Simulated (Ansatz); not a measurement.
System: C4H4N2OS2.

Input file:

```
crystal:
  periodic: [false, false, false]
  atoms:
    - {symbol: C, position_ang: [-0.729406, -0.618117, -2.908139]}
    - {symbol: C, position_ang: [-1.107781, -0.247716, -1.503049]}
    - {symbol: C, position_ang: [-1.467724, -1.348307, -0.620056]}
    - {symbol: C, position_ang: [-1.865117, -3.365158, 0.094290]}
    - {symbol: N, position_ang: [-1.485090, -2.619525, -0.971215]}
    - {symbol: "N", position_ang: [-2.143500, -2.772580, 1.243684]}
    - {symbol: O, position_ang: [-0.396982, 0.441328, -3.728699]}
    - {symbol: S, position_ang: [-1.112623, 1.315658, -0.994650]}
    - {symbol: S, position_ang: [-1.933047, -1.139044, 1.048205]}
    - {symbol: H, position_ang: [-0.478134, 1.251495, -3.185239]}
    - {symbol: H, position_ang: [0.099459, -1.355706, -2.828293]}
    - {symbol: H, position_ang: [-1.576129, -1.209862, -3.319935]}
    - {symbol: H, position_ang: [-1.944098, -4.453673, 0.013192]}
basis:
  gaussian: {orbitals: def2-SVPD}
hamiltonian: {xc: pbe0}
output: {forces: true, orbitals: {seedname: orbitals}}
```

Run with:

```sh
ansatz run input.yaml --threads 4 --pin off --max-ram 7830MiB --events-out events.jsonl --progress --plain --runs-dir runs
```

Geometry: r2SCAN-D4/def2-SVP.

The calculation used isolated molecule in a Gaussian basis; Kohn-Sham density functional theory, functional PBE0 in Ansatz.

What will maps of the electron density and electron localisation function show?

Answer. C–N (1.32 Å): the density is about 2.5 e/Å³ at the midpoint; the ELF peaks at about 0.90 between the atoms; a covalent bond.
C–O (1.38 Å): ρ is about 2.2 e/Å³ halfway, with its minimum of 1.9 e/Å³ about 0.5 Å from C; the ELF peaks at about 0.90 between the atoms, as expected for a polar covalent bond.
C–C (1.46 Å): ρ at the midpoint is about 1.9 e/Å³; the ELF peaks at about 0.95 between the atoms (a covalent bond).
C–S (1.64 Å): the density is about 1.6 e/Å³ at the midpoint; the ELF peaks at about 0.90 between the atoms; localised, covalent bonding.

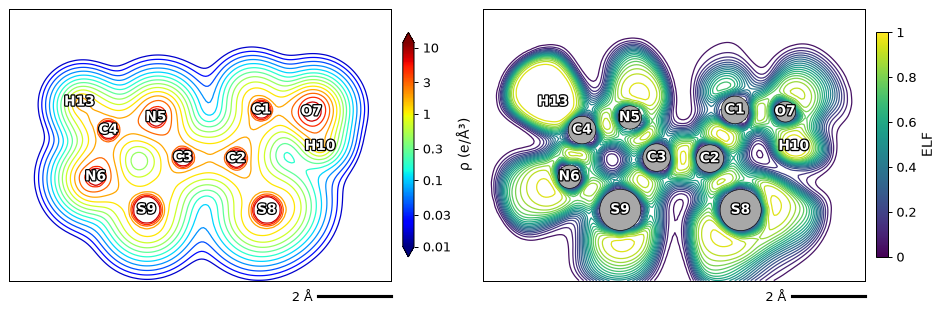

Computed electron density and electron localisation function on the plane of atoms N5, C4 and H13, in this order. Grey discs cover the atomic cores in the ELF map. 
